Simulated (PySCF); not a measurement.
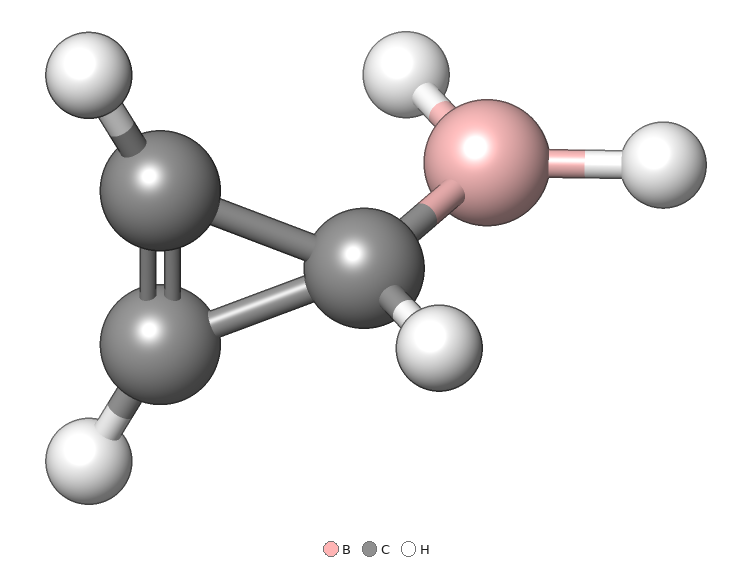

Ball-and-stick drawing of a structure.

The computed structure is the end point of a PBE0-D3(BJ)/def2-SVP optimisation. No frequency run is at hand to confirm it as a minimum.

Describe the molecule.

The molecule is C3H5B. SMILES: `BC1C=C1`. Independent rings (smallest set): 1 of 3 members. Among its groups: alkene, B–H bond. This geometry has Cs symmetry. Coordination, clear cases only: 1 B trigonal planar.

The parts below concern this one geometry. Atoms keep their numbers from picture to picture.

**Geometry**

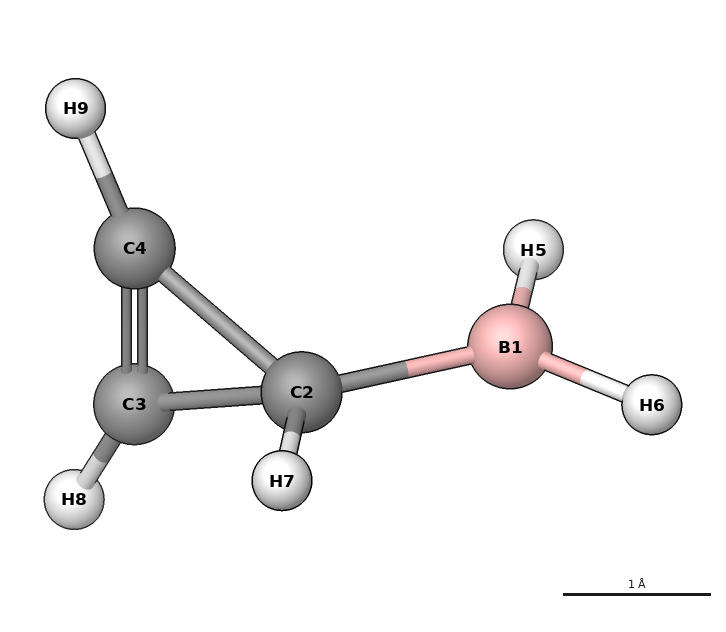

Atoms carry their numbers in the input. No frequency run is at hand to confirm it as a minimum.

Estimate the angles C2–B1–H5, C2–B1–H6, B1–C2–C3, B1–C2–H7, C3–C2–C4, C3–C2–H7, C2–C3–C4, C2–C3–H8, C4–C3–H8.

```tsv
angle	degrees
C2–B1–H5	119.2
C2–B1–H6	121.6
B1–C2–C3	119.8
B1–C2–H7	118.7
C3–C2–C4	49.1
C3–C2–H7	115.5
C2–C3–C4	65.5
C2–C3–H8	141.5
C4–C3–H8	153.0
```

**Core levels**

No frequency run is at hand to confirm it as a minimum. Level of theory: delta-SCF UKS SCAN, pcX-2 on the ionised atom, pcseg-1 elsewhere, spin-free X2C (PySCF 2.14.0).

Give the core-electron binding energies (to vacuum) of B1 1s, C2 1s, C3 1s.

| atom | level | binding energy (eV) |
| --- | --- | --- |
| B1 | 1s | 195.5 |
| C2 | 1s | 290.7 |
| C3 | 1s | 291.1 |

**NMR shielding**

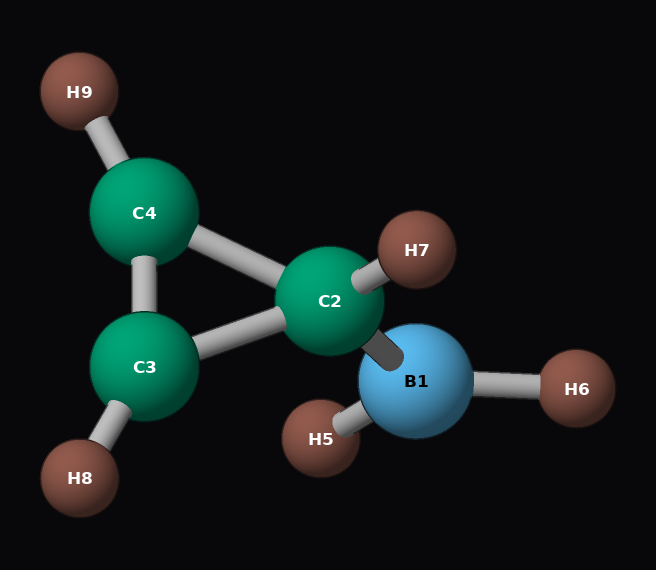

No frequency run is at hand to confirm it as a minimum. Properties computed with GIAO PBE0/pcSseg-1 NMR shielding, non-relativistic, gas phase (PySCF 2.14.0). Principal shieldings σ11 ≤ σ22 ≤ σ33, span Ω = σ33 − σ11, skew κ = 3(σiso − σ22)/Ω.

Give the shielding tensors of the B atoms.

```tsv
atom	σ11	σ22	σ33	σiso	Ω	κ
B1	−60.4	−17.6	117.0	13.0	177.3	0.52
```

Shieldings and span in ppm.

**Dipole moment**

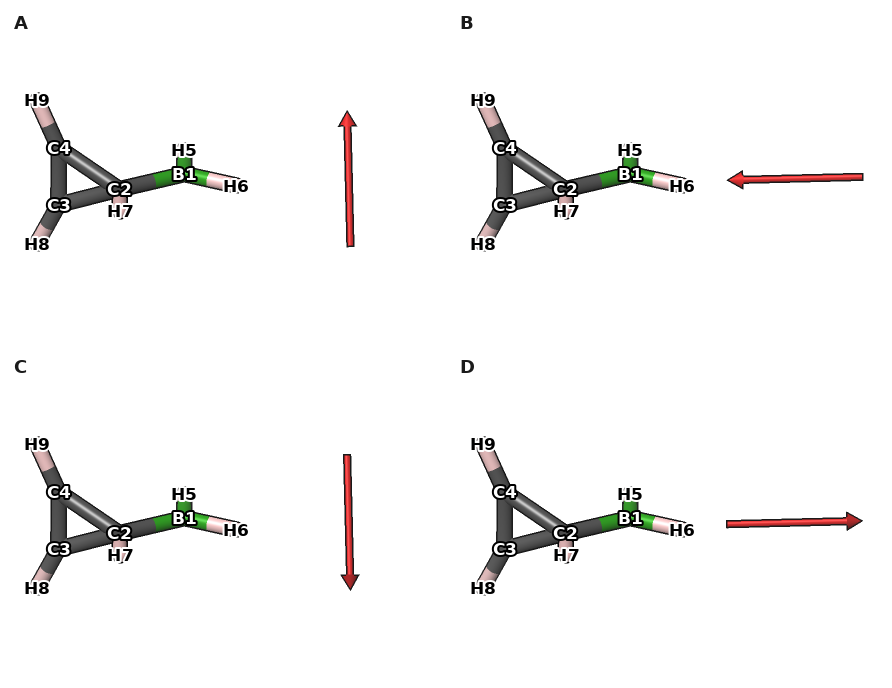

The same molecule four times, each with an arrow. No frequency run is at hand to confirm it as a minimum. Properties computed with CAM-B3LYP/def2-SVPD, gas phase (PySCF 2.14.0).

Question: Which arrow points along the dipole moment, from the negative to the positive end?

Answer: B. The dipole moment is 1.53 D; it points from the side of H6 to the side of H8, H9 (the outermost atoms at the two ends).
